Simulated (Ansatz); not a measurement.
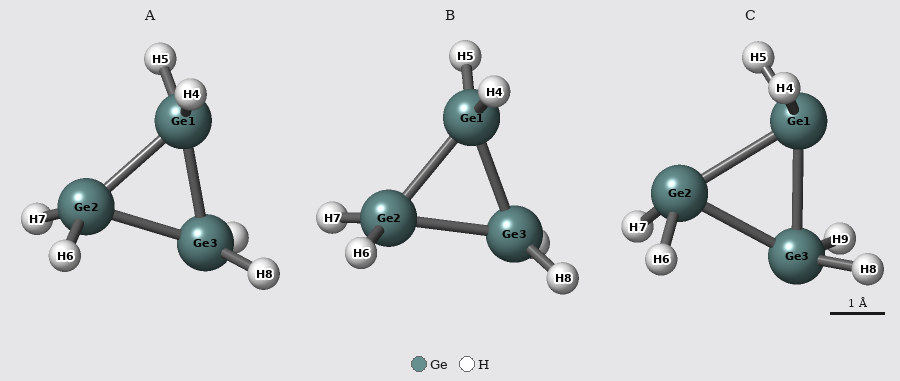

3 geometries from one relaxation of Ge3H6, in shuffled order. A ball-and-stick model, seen at a tilt.

The start comes from GFN2-xTB.

The calculation used RKS PBE0-D4/def2-TZVP (Ansatz). Set-up: force threshold 0.005 eV/Å; at most 150 steps.

Put them in the order of the run, from the start to the converged end.

Answer. C, A, B. They are steps 0, 2, 6, at +25.8 kcal/mol, +6.15 kcal/mol relative to the last. The largest moves after the best rigid fit, 0.52 Å, are those of Ge1, Ge2 and Ge3. By element the largest moves are Ge 0.52 Å, H 0.23 Å. Near-neighbour distances that change, for instance: Ge1–Ge2 2.595 → 2.433 Å, Ge1–Ge3 2.595 → 2.433 Å, Ge1–H4 1.577 → 1.533 Å. Bond angles that change, for instance: Ge2–Ge1–H5 90.3° → 118.6°, Ge2–Ge1–H4 90.5° → 118.6°, H4–Ge1–H5 92.3° → 112.9°. The energy falls by 25.8 kcal/mol in 6 geometry steps. Largest force component: 1.3 eV/Å at the start, 0.00033 eV/Å at the end.
